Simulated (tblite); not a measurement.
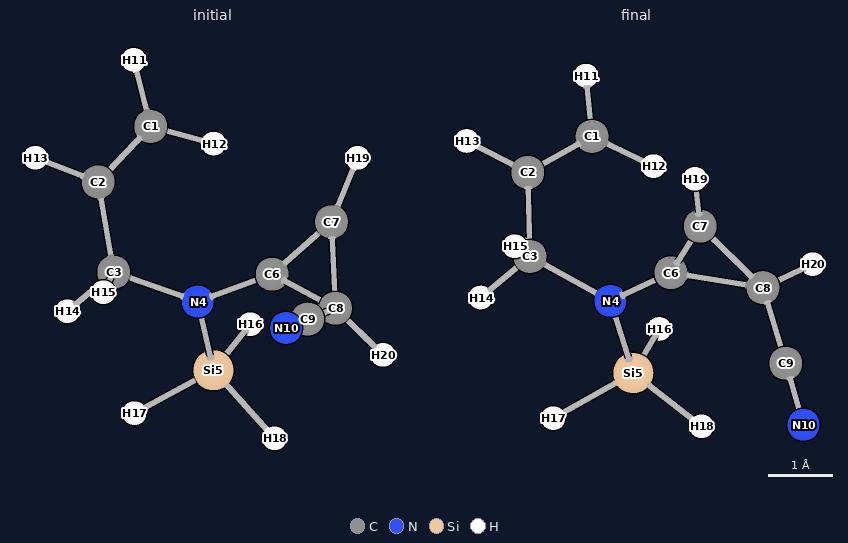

The structure of C7H10N2Si before (left) and after (right) a relaxation, at one scale.

A ball-and-stick model, seen from a free direction.

The calculation used tblite, GFN2-xTB geometry optimisation, gas phase. 

**Summarise the run.**

The largest move after the best rigid fit is that of N10, 2.56 Å. Largest moves by element: N 2.56 Å, H 2.34 Å, C 1.40 Å, Si 0.47 Å. Among the contacts that change: N4–C6 1.447 → 1.340 Å, C2–C3 1.459 → 1.502 Å, Si5–H18 1.493 → 1.456 Å, C7–C8 1.484 → 1.521 Å. Among the angles between lasting bonds that change: N4–Si5–H17 111.9° → 104.1°, H17–Si5–H18 106.7° → 114.1°, C6–C7–H19 146.5° → 153.5°. Groups turn about N4–C6 by about 75°. After 162 geometry steps the energy has fallen by 82.5 kJ/mol.
